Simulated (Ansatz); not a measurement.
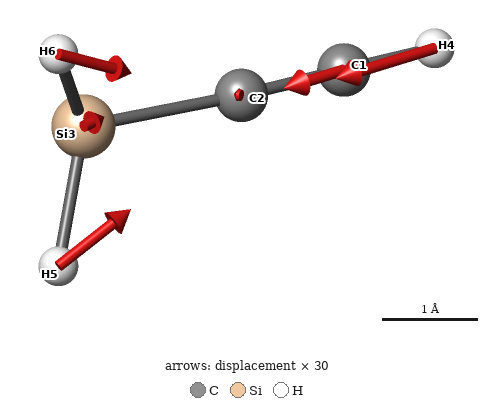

This is a relaxation of C2H3Si (multiplicity 2). The starting structure is drawn; red arrows show the displacements, magnified 30 times. The two geometries are superimposed by the best rigid fit.

A ball-and-stick model, seen from a free direction.

The start comes from PBE-D4/def2-SVP.

Method: UKS PBE0-D4/def2-TZVP (Ansatz 0.2.0). (force threshold 0.005 eV/Å; at most 150 steps)

Which element moves most?

Hydrogen: up to 0.042 Å, against 0.026 Å for carbon.

What did the optimiser do to the structure, and how much energy did it gain?

H4 moves most after the best rigid fit: 0.042 Å. By element the largest moves are H 0.042 Å, C 0.026 Å, Si 0.011 Å. Some distances before and after: C1–C2 1.234 → 1.210 Å, Si3–H5 1.503 → 1.484 Å, C1–H4 1.083 → 1.066 Å, C2–Si3 1.815 → 1.803 Å. After 5 geometry steps the energy has fallen by 0.97 kcal/mol. The largest force component goes from 1.5 to 0.0033 eV/Å. The run took of the order of 29 core-seconds on a shared host.
